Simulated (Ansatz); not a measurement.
```xyz
13

B    -2.3671    2.0355   -0.3224
C    -1.0651    1.0985   -0.2832
S    -0.9922   -0.1317    1.0714
B    -2.7064   -0.2924    1.5039
F    -3.0738   -1.1083    2.4876
Si   -4.0546    0.7360    0.3959
H    -2.3933    2.8992   -1.1771
H    -2.7247    2.4902    0.7578
H    -0.8863    0.5570   -1.2247
H    -0.1901    1.7488   -0.1268
H    -5.0278    1.6640    1.0316
H    -4.8356   -0.1939   -0.4897
H    -3.3963    1.4238   -0.9154
```

Computed with Ansatz 0.2.0, RKS PBE0-D4/def2-SVP.

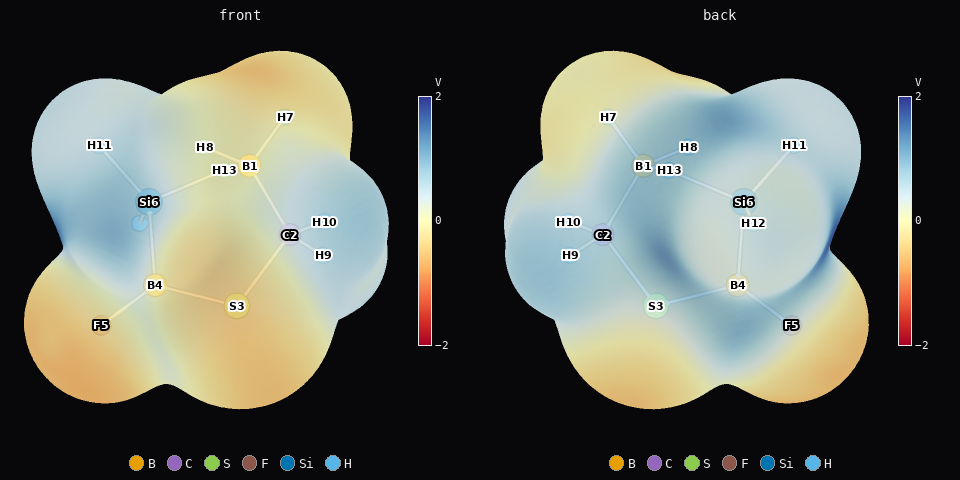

CH7B2FSSi. The electrostatic potential painted on the density surface at 0.002 e/bohr³, seen from the front and from behind; red is negative and blue positive.

> Where is the surface potential most negative and most positive?

The most negative region (about −0.7 V) lies over F5, the most positive (about +1.6 V) over Si6.
